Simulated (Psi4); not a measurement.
# Excited-state calculation, with input and output: CuCl₂ (charge −1) (part 2 of 2)

CuCl₂, charge −1, SMILES [Cl][Cu-][Cl]; TDHF/def2-TZVPD, RHF (Psi4 1.11). The geometry comes from this level: GFN2-xTB.

Geometry of the input (Å):
```
Cu 0.0025  0.0014  0.0006
Cl -0.0168  -0.0204  2.0835
Cl 0.0143  0.0190  -2.0841
```

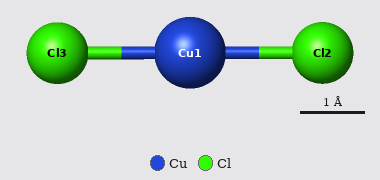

Figure 1. The structure as given in the input (ball-and-stick view, seen on its broad side; atoms are numbered from 1 in the order of the input). Sticks mark near contacts.

What the program printed, continued:
```
   @DF-RHF iter   0: -2558.05401707038072   -2.55805e+03   1.76971e-02
   @DF-RHF iter   1: -2558.14010453961737   -8.60875e-02   5.90419e-04 EDIIS/DIIS
   @DF-RHF iter   2: -2558.14326217469261   -3.15764e-03   2.83664e-04 EDIIS/DIIS
   @DF-RHF iter   3: -2558.14354448185304   -2.82307e-04   2.42322e-04 EDIIS/DIIS
   @DF-RHF iter   4: -2558.14371078680142   -1.66305e-04   5.04884e-05 DIIS
   @DF-RHF iter   5: -2558.14373106858329   -2.02818e-05   1.87199e-05 DIIS
   @DF-RHF iter   6: -2558.14373659864395   -5.53006e-06   9.59846e-06 DIIS
   @DF-RHF iter   7: -2558.14373817859314   -1.57995e-06   1.55092e-06 DIIS
   @DF-RHF iter   8: -2558.14373822978314   -5.11900e-08   3.11675e-07 DIIS
  Energy and wave function converged.

  ==> Post-Iterations <==

    Orbital Energies [Eh]
    ---------------------

    Doubly Occupied:

       1Ap  -328.629979     2Ap  -104.597065     3Ap  -104.597001
       4Ap   -40.664696     1App  -35.463725     5Ap   -35.463725
       6Ap   -35.461121     7Ap   -10.325914     8Ap   -10.325836
       9Ap    -7.792645    10Ap    -7.792566     2App   -7.792111
      11Ap    -7.792111     3App   -7.792035    12Ap    -7.792035
      13Ap    -4.855302    14Ap    -3.171751    15Ap    -3.164364
       4App   -3.164364    16Ap    -0.851254    17Ap    -0.842132
      18Ap    -0.363186    19Ap    -0.358743     5App   -0.358743
       6App   -0.328507    20Ap    -0.328507    21Ap    -0.266623
      22Ap    -0.252876     7App   -0.252876    23Ap    -0.222581
       8App   -0.220848    24Ap    -0.220848

    Virtual:

      25Ap     0.171999    26Ap     0.190481    27Ap     0.221223
       9App    0.221224    28Ap     0.231012    10App    0.231012
      29Ap     0.241610    11App    0.252758    30Ap     0.252763
      31Ap     0.278178    32Ap     0.356826    33Ap     0.402457
      12App    0.402457    34Ap     0.444843    13App    0.444844
      35Ap     0.451014    14App    0.462210    36Ap     0.462210
      37Ap     0.465117    38Ap     0.514412    15App    0.514413
      39Ap     0.552756    16App    0.552756    40Ap     0.554162
      41Ap     0.554558    42Ap     0.562926    17App    0.562926
      43Ap     0.676542    18App    0.677081    44Ap     0.677195
      45Ap     0.842516    19App    0.862000    46Ap     0.862002
      47Ap     0.865339    20App    0.979433    48Ap     0.979436
      49Ap     0.999326    21App    1.006762    50Ap     1.006762
      51Ap     1.011280    22App    1.011280    23App    1.024640
      52Ap     1.024643    53Ap     1.089861    24App    1.089864
      54Ap     1.153094    55Ap     1.219800    25App    1.298483
      56Ap     1.298483    26App    1.466325    57Ap     1.466325
      58Ap     1.496881    59Ap     1.657295    60Ap     1.931379
      27App    2.470387    61Ap     2.470389    62Ap     2.474134
      28App    2.474134    29App    2.488290    63Ap     2.488290
      64Ap     2.501463    30App    2.531638    65Ap     2.531639
      66Ap     2.541343    67Ap     2.614076    31App    2.619095
      68Ap     2.619095    32App    2.630698    69Ap     2.630698
      33App    2.630794    70Ap     2.630794    71Ap     2.645683
      34App    2.645683    35App    2.656114    72Ap     2.656114
      36App    2.816794    73Ap     2.816794    74Ap     2.872111
      37App    2.902865    75Ap     2.902884    38App    2.924133
      76Ap     2.924134    77Ap     2.971859    78Ap     3.056611
      39App    3.056614    79Ap     3.542126    80Ap     3.576587
      81Ap     4.406550    40App    4.406550    82Ap     4.431053
      41App    4.512138    83Ap     4.512144    84Ap     5.101915
      42App    6.507003    85Ap     6.507003    43App    6.509255
      86Ap     6.509255    44App    6.529542    87Ap     6.529554
      88Ap     6.650727    45App   11.753735    89Ap    11.753737
      90Ap    11.840990    91Ap    11.917386    46App   11.917389
      92Ap    12.190447    93Ap    26.218018    94Ap    26.252141

    Final Occupation by Irrep:
             Ap   App
    DOCC [    24,    8 ]
    NA   [    24,    8 ]
    NB   [    24,    8 ]

  @DF-RHF Final Energy: -2558.14373822978314

   => Energetics <=

    Nuclear Repulsion Energy =            287.0657321346502613
    One-Electron Energy =               -4147.4066513098168798
    Two-Electron Energy =                1302.1971809453832520
    Total Energy =                      -2558.1437382297835939

Computation Completed

Properties will be evaluated at   0.000000,   0.000000,   0.000000 [a0]

Properties computed using the SCF density matrix

 Multipole Moments:

 ------------------------------------------------------------------------------------
     Multipole            Electronic (a.u.)      Nuclear  (a.u.)        Total (a.u.)
 ------------------------------------------------------------------------------------

 L = 1.  Multiply by 2.5417464519 to convert [e a0] to [Debye]
 Dipole X            :         -0.0130741            0.0069311           -0.0061430
 Dipole Y            :          0.0033802           -0.0013152            0.0020650
 Dipole Z            :          0.0000000            0.0000000            0.0000000
 Magnitude           :                                                    0.0064808

 ------------------------------------------------------------------------------------

	total time  =          2 seconds =       0.03 minutes

******************************************************************************************
**********                               WARNING                                **********
**********       The names of excited state variables changed between 1.5       **********
**********     and 1.6. For a quick solution, remove the symmetry specifier     **********
**********   from the variable name. For full details, see 'Notes on Psivars'   **********
**********                        in the documentation.                         **********
******************************************************************************************

         ---------------------------------------------------------
                         TDSCF excitation energies
         ---------------------------------------------------------

  ==> Options <==

     Residual threshold  : 1.0000e-04
     Initial guess       : denominators
     Reference           : RHF
     Solver type         : RPA (Hamiltonian)

  ==> Requested Excitations <==

      2 triplet states with Ap symmetry
      1 triplet states with App symmetry

  ==> Seeking the lowest 2 triplet states with Ap symmetry

                        Generalized Hamiltonian Solver

  ==> Options <==

    Max number of iterations        = 60
    Eigenvector tolerance           = 1.0000e-04
    Max number of expansion vectors = 400

  => Iterations <=
                              Max[D[value]]     Max[|R|]   # vectors
  HamiltonianSolver iter   1:   2.67040e-01  1.21475e-01      8
  HamiltonianSolver iter   2:   3.25321e-02  8.61905e-02     12
  HamiltonianSolver iter   3:   8.01774e-03  6.13010e-02     16
  HamiltonianSolver iter   4:   4.61191e-03  6.38747e-02     20
  HamiltonianSolver iter   5:   2.47819e-02  3.23224e-01     24
  HamiltonianSolver iter   6:   2.90869e-02  1.98231e-01     28
  HamiltonianSolver iter   7:   9.28373e-03  1.10451e-01     32
  HamiltonianSolver iter   8:   1.88538e-03  4.41180e-02     36
  HamiltonianSolver iter   9:   2.08863e-04  1.35232e-02     40
  HamiltonianSolver iter  10:   2.39019e-05  5.01059e-03     44
  HamiltonianSolver iter  11:   2.70456e-06  1.38407e-03     48
  HamiltonianSolver iter  12:   2.08012e-07  3.79263e-04     50
  HamiltonianSolver iter  13:   2.13295e-08  1.47284e-04     52
  HamiltonianSolver iter  14:   3.52743e-09  9.13737e-05     54      Converged

  ==> Seeking the lowest 1 triplet states with App symmetry

                        Generalized Hamiltonian Solver

  ==> Options <==

    Max number of iterations        = 60
    Eigenvector tolerance           = 1.0000e-04
    Max number of expansion vectors = 200

  => Iterations <=
                              Max[D[value]]     Max[|R|]   # vectors
  HamiltonianSolver iter   1:   2.62835e-01  1.09920e-01      4
  HamiltonianSolver iter   2:   1.64196e-02  5.36345e-02      6
  HamiltonianSolver iter   3:   1.42705e-03  2.83345e-02      8
  HamiltonianSolver iter   4:   5.94549e-04  2.75272e-02     10
  HamiltonianSolver iter   5:   4.25052e-04  3.85621e-02     12
  HamiltonianSolver iter   6:   9.15051e-04  5.63000e-02     14
  HamiltonianSolver iter   7:   6.47362e-04  4.11131e-02     16
  HamiltonianSolver iter   8:   3.97847e-03  2.60625e-01     18
  HamiltonianSolver iter   9:   1.64700e-02  1.43119e-01     20
  HamiltonianSolver iter  10:   3.81296e-03  8.39274e-02     22
  HamiltonianSolver iter  11:   1.48826e-03  6.08139e-02     24
  HamiltonianSolver iter  12:   5.13804e-04  2.19123e-02     26
  HamiltonianSolver iter  13:   6.58213e-05  7.47411e-03     28
  HamiltonianSolver iter  14:   6.06144e-06  2.33859e-03     30
  HamiltonianSolver iter  15:   5.82538e-07  9.18575e-04     32
  HamiltonianSolver iter  16:   9.75148e-08  3.62587e-04     34
  HamiltonianSolver iter  17:   1.93086e-08  2.45841e-04     36
  HamiltonianSolver iter  18:   1.40238e-08  2.67620e-04     38
  HamiltonianSolver iter  19:   9.39660e-09  1.34332e-04     40
  HamiltonianSolver iter  20:   2.12084e-09  5.12688e-05     42      Converged

******************************************************************************************
**********                               WARNING                                **********
**********  Length-gauge rotatory strengths are **NOT** gauge-origin invariant  **********
******************************************************************************************

                                    Excitation Energy         Total Energy        Oscillator Strength             Rotatory Strength
     #   Sym: GS->ES (Trans)        au              eV              au          au (length)    au (velocity)    au (length)    au (velocity)
    ---- -------------------- --------------- --------------- --------------- --------------- --------------- --------------- ---------------
     1      Ap->Ap (3 Ap)      0.17572         4.78163        -2557.96802      0.0000          0.0000          0.0000         -0.0000
     2      Ap->Ap (3 Ap)      0.21607         5.87955        -2557.92767      0.0000          0.0000          0.0000         -0.0000
     3     Ap->App (3 App)     0.21607         5.87957        -2557.92767      0.0000          0.0000          0.0000         -0.0000

Contributing excitations and de-excitations
Only contributions with abs(coeff) > 1.00e-01 will be printed:

Excited State    1 (3 Ap):   0.17572 au   259.29 nm f = 0.0000
  Sums of squares: Xssq =  1.033835e+00; Yssq =  3.383518e-02; Xssq - Yssq =  1.000000e+00
     18ap  ->  25ap     0.128097 ( 1.641%)
     18ap  ->  29ap     0.157096 ( 2.468%)
     18ap  ->  32ap     0.229078 ( 5.248%)
     18ap  ->  41ap     0.111603 ( 1.246%)
     23ap  ->  25ap    -0.531116 (28.208%)
     23ap  ->  29ap    -0.441983 (19.535%)
     23ap  ->  32ap    -0.568434 (32.312%)
     23ap  ->  37ap    -0.161540 ( 2.610%)
     23ap  ->  41ap    -0.184191 ( 3.393%)
     23ap  ->  43ap    -0.117205 ( 1.374%)

Excited State    2 (3 Ap):   0.21607 au   210.87 nm f = 0.0000
  Sums of squares: Xssq =  1.003501e+00; Yssq =  3.500696e-03; Xssq - Yssq =  1.000000e+00
     19ap  ->  25ap     0.135788 ( 1.844%)
     19ap  ->  29ap     0.171849 ( 2.953%)
     19ap  ->  32ap     0.251379 ( 6.319%)
     19ap  ->  37ap     0.107408 ( 1.154%)
     19ap  ->  41ap     0.116125 ( 1.348%)
     22ap  ->  26ap     0.217944 ( 4.750%)
     22ap  ->  35ap    -0.112313 ( 1.261%)
     24ap  ->  25ap     0.696371 (48.493%)
     24ap  ->  29ap     0.330666 (10.934%)
     24ap  ->  32ap     0.416251 (17.327%)

Excited State    3 (3 App):   0.21607 au   210.87 nm f = 0.0000
  Sums of squares: Xssq =  1.003501e+00; Yssq =  3.500650e-03; Xssq - Yssq =  1.000000e+00
      5app  ->  25ap     0.135797 ( 1.844%)
      5app  ->  29ap     0.171852 ( 2.953%)
      5app  ->  32ap     0.251379 ( 6.319%)
      5app  ->  37ap     0.107408 ( 1.154%)
      5app  ->  41ap     0.116131 ( 1.349%)
      7app  ->  26ap     0.217955 ( 4.750%)
      7app  ->  35ap    -0.112317 ( 1.262%)
      8app  ->  25ap     0.696378 (48.494%)
      8app  ->  29ap     0.330653 (10.933%)
      8app  ->  32ap     0.416246 (17.326%)

******************************************************************************************
**********                               WARNING                                **********
**********       The names of excited state variables changed between 1.5       **********
**********     and 1.6. For a quick solution, remove the symmetry specifier     **********
**********   from the variable name. For full details, see 'Notes on Psivars'   **********
**********                        in the documentation.                         **********
******************************************************************************************
```

Standard output:
```
root 1: 4.7816 eV  f = 0.0000  Ap
root 2: 5.8796 eV  f = 0.0000  Ap
root 3: 5.8796 eV  f = 0.0000  App
E = -2558.14373823
```

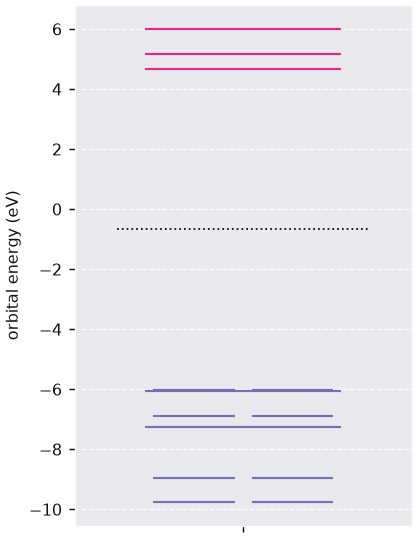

Figure 2. Orbital energies near the frontier; the dotted line parts filled from empty levels, and levels within 0.02 eV of each other stand side by side. Highest filled −6.01 eV, lowest empty 4.68 eV, 10.69 eV apart.

Results in brief:

| quantity | value |
| --- | --- |
| outcome | converged |
| total energy | −2558.143738 hartree |
| basis functions | 140 |
| HOMO | −6.01 eV |
| LUMO | 4.68 eV |
| lowest singlet excitation | 4.78 eV |
| wall time | 9.3 s |
| peak memory | 0.33 GiB |

Settings chosen away from the usual ones: print set to 2; basis_guess set to true; scf_initial_accelerator set to ediis.
